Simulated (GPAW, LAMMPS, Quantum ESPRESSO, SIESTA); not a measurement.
# GPAW runs on amorphous film on crystalline C with 5 % Si on C sites, (100) (216 atoms), part 2 of 2

Wanted: GPAW inputs and outputs for amorphous film on crystalline C with 5 % Si on C sites, (100) (216 atoms), checked against a plane-wave reference.

Program: GPAW 26.7.0; the method stands at each step. Banners, paths, timers and routine set-up lines are dropped from the logs unmarked, and long logs keep their key lines alone; longer cuts are marked.

So far. Step 2 (PBE, LCAO dzp, h 0.2 Å): Forces lie 12 % from the reference's, at 0.89 times its CPU time. Step 3 (PBE, plane waves 450 eV): Against the first run (12 %), the force difference from the reference is 1.8 %, at 0.99 times the CPU time.

## Step 4: PBE, LCAO dzp, h 0.2 Å, other mixer settings

Method: Kohn-Sham DFT, PBE, PAW, atomic orbitals (dzp).

File run.py:

```python
import numpy as np
from ase.io import read
from gpaw import GPAW, FermiDirac, Mixer
from ase.parallel import parprint as print

atoms = read("structure.xyz")
atoms.calc = GPAW(
    mode="lcao",
    basis="dzp",
    h=0.2,
    xc="PBE",
    kpts={"size": (1, 1, 1), "gamma": True},
    occupations=FermiDirac(0.05),
    mixer=Mixer(0.03, 7, 100),
    maxiter=200,
    symmetry={"point_group": False},
    txt="gpaw.txt",
)
energy = atoms.get_potential_energy(force_consistent=True)
forces = atoms.get_forces()
print(f"energy {energy:.6f} eV")
print("forces (eV/A)")
for i, (a, f) in enumerate(zip(atoms, forces)):
    print(f"{i:4d} {a.symbol:2s} {f[0]:10.5f} {f[1]:10.5f} {f[2]:10.5f}")
print(f"Fermi level {atoms.calc.get_fermi_level():.4f} eV")
for k in range(len(atoms.calc.get_ibz_k_points())):
    for s in range(atoms.calc.get_number_of_spins()):
        e = atoms.calc.get_eigenvalues(kpt=k, spin=s)
        n = np.searchsorted(e, atoms.calc.get_fermi_level())
        print(f"k {k} spin {s} levels about the Fermi level:", np.round(e[max(n - 6, 0):n], 4).tolist(), "|", np.round(e[n:n + 6], 4).tolist())
```

File structure.xyz:

```xyz
216
Lattice="10.69800 0.00000 0.00000 0.00000 10.69800 0.00000 0.00000 0.00000 22.98329" Properties=species:S:1:pos:R:3 pbc="T T T"
[... 216 atom lines left out: the same atoms as in the first run ...]
```

The run is started by

```bash
$ OMP_NUM_THREADS=1 mpirun -np 4 gpaw python run.py > output.txt
```

Numbers of over 12 decimals in the logs are rounded to 6 here.

Output:

```text
energy -1702.925791 eV
forces (eV/A)
   0 C    -0.68568   -0.15151   -3.02427
   1 C     0.60120    0.33569    0.66215
   2 C    -0.56174   -0.08252    0.78953
   3 C    -0.21879    0.09529   -0.33267
   4 C     0.21255   -0.19311    0.90781
   5 C     0.38256   -0.37310   -1.14975
   6 C    -0.11136    0.26586   -1.91835
   7 C     0.06623    0.03501    0.74518
   8 C     0.32023   -0.13240   -1.71186
   9 C     0.19066   -0.22213    0.95978
  10 C     0.20130   -0.81337   -0.04134
  11 C     0.46975   -0.44084    0.19948
[...]
211 C     1.89936    2.24844   -1.14764
 212 C     0.05635    0.13706   -0.40019
 213 C     0.90159    1.69365    0.75669
 214 C     1.22604    0.32073    0.12558
 215 C     1.12609    0.04080    0.74448
Fermi level 3.2895 eV
k 0 spin 0 levels about the Fermi level: [3.1011, 3.1043, 3.1689, 3.197, 3.2101, 3.2499] | [3.2896, 3.3943, 3.418, 3.4459, 3.4697, 3.5419]
```

gpaw.txt:

```text
Input parameters:
  mode=LCAO(),
  basis={'default': 'dzp'},
  h=0.2,
  kpts=MonkhorstPack(size=(1, 1, 1), gamma=True),
  maxiter=200,
  mixer=Pulay(name='pulay', nmaxold=7, beta=0.03, weight=100, sigma=0.015, g_ss=None),
  occupations=Occupations(name='fermi-dirac', width=0.05, fixmagmom=False),
[... lines left out ...]
  Fermi-Dirac:
[... lines left out ...]
convergence criteria:
- Maximum [total energy] change in last 3 cyles: 0.0005 eV / valence electron
[... lines left out ...]
Converged in 29 steps
[... lines left out ...]
  Free energy:   -1702.925791
[... lines left out ...]
dipole moment: (118.416602, 49.366659, 1.774917)  # |e|*Ang
Fermi level: 3.290
Eigenvalues  # (at kpt = [0.000, 0.000, 0.000])
| band index |      eig [eV] | occ [0-2] |
|------------|---------------|-----------|
|          0 |       -18.220 |     2.000 |
|        ... |               |           |
|        424 |         3.025 |     1.990 |
|        425 |         3.063 |     1.979 |
[...]
|        439 |         3.572 |     0.007 |
|        ... |               |           |
|        522 |         9.125 |     0.000 |
Gap: 0.040 eV
Transition (v -> c):
  (s=0, k=0, n=431, [0.00, 0.00, 0.00]) -> (s=0, k=0, n=432, [0.00, 0.00, 0.00])
No difference between direct/indirect transitions
Force computation time: 51.563  # s
```

Elapsed: 14 min, on 4 MPI ranks of Arm Neoverse V2, shared host; peak memory 6 GiB; 58 min of CPU time.

Numbers from this run, and their distance from the reference:

| Property | Result |
| --- | --- |
| r.m.s. force component | 1.149 eV/Å |
| r.m.s. difference of force components | 136.6 meV/Å |
| longest difference of force vectors | 532.3 meV/Å |
| force difference over r.m.s. force | 12.23 % |
| slope of forces against the reference's | 1.022 |
| correlation of force components | 0.9931 |
| spacing of highest filled and lowest empty level | 0.0397 eV |
| energy less the same-level run's | 0 meV/atom |
| r.m.s. force difference from the same-level run | 6.059 meV/Å |

Against the first run (12 %), the force difference from the reference is 12 %, at 1.1 times the CPU time: another solver or mixer reaches the same state.

## Step 5: All runs compared

Differences are against the plane-wave reference, forces as r.m.s. over components; share is that over the reference's r.m.s. force, slope the least-squares factor from reference forces to these. Total energies of different programs have different zeros and aren't compared.

| run | Δ force, r.m.s. (meV/Å) | share (%) | slope | cores | CPU time | memory (GiB) |
| --- | --- | --- | --- | --- | --- | --- |
| reference | - | - | - | 4 | 56 min | 12 |
| GPAW PBE, LCAO dzp, h 0.2 Å | 136 | 12.2 | 1.021 | 4 | 50 min | 6.2 |
| GPAW PBE, plane waves 450 eV | 20.1 | 1.80 | 1.004 | 4 | 50 min | 4.8 |
| GPAW PBE, LCAO dzp, h 0.2 Å, other mixer settings | 137 | 12.2 | 1.022 | 4 | 58 min | 6.0 |

CPU time is summed over cores on a shared host, where runs went side by side, so it is rough. Symmetry, cutoffs, thresholds, outputs and thread counts weren't matched or tuned between programs; memory under MPI is the largest rank's times the ranks.

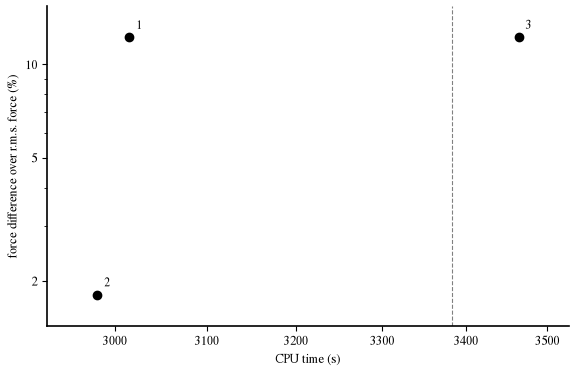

Force difference against CPU time; the dashed line marks the reference's time. Points: 1 GPAW PBE, LCAO dzp, h 0.2 Å; 2 GPAW PBE, plane waves 450 eV; 3 GPAW PBE, LCAO dzp, h 0.2 Å, other mixer settings.

Within one program, basis, potentials and functional, energies share a zero. Each run against its twin at the usual cutoff or grid and solver:

```
                                              run               twin  Δ energy (meV/atom)  Δ force, r.m.s. (meV/Å)  CPU time over the twin's
GPAW PBE, LCAO dzp, h 0.2 Å, other mixer settings  LCAO dzp, h 0.2 Å                    0                     6.06                       1.1
```

## Step 6: Results

| Property | Result |
| --- | --- |
| nearest in forces | GPAW PBE, plane waves 450 eV, 1.8 % |
| its CPU time | 50 min |

PBE on plane waves or a grid with other potentials, cutoffs or grids differs from the reference by 1.8 % (GPAW PBE, plane waves 450 eV) of the r.m.s. force; this holds the reference's own error, so differences of a few per cent don't tell which side is nearer the exact PBE result. The PBE runs in local orbitals differ by 12 % in each run; basis, grid and potentials can all enter. None of the electronic-structure runs in the table takes under half the reference's CPU time of 56 min; they take 0.88 to 1.0 times as much. The network of bonds at the start is that of the classical potential that made the cell, and needn't be the one that DFT or experiment would give. The runs have no spin polarisation, so any moments at edges, vacancies or dangling bonds can't form. The electronic-structure runs sample only Γ, in a cell whose shortest periodic width is 11 Å, which is coarse for a cell with partly filled levels.

[Also dropped from logs without a mark: logging warnings of Python, and SIESTA's first energy breakdown and zero terms.]

[Logs are printed without paths, hosts, clocks, repeated set-up lines and the standing remarks that a program may print on its own settings, such as how far it seeks lower states.]

[Hosts, paths, dates, database ids (printed as entryN), source tags and the programs' standing remarks are cut or masked in the printed files.]
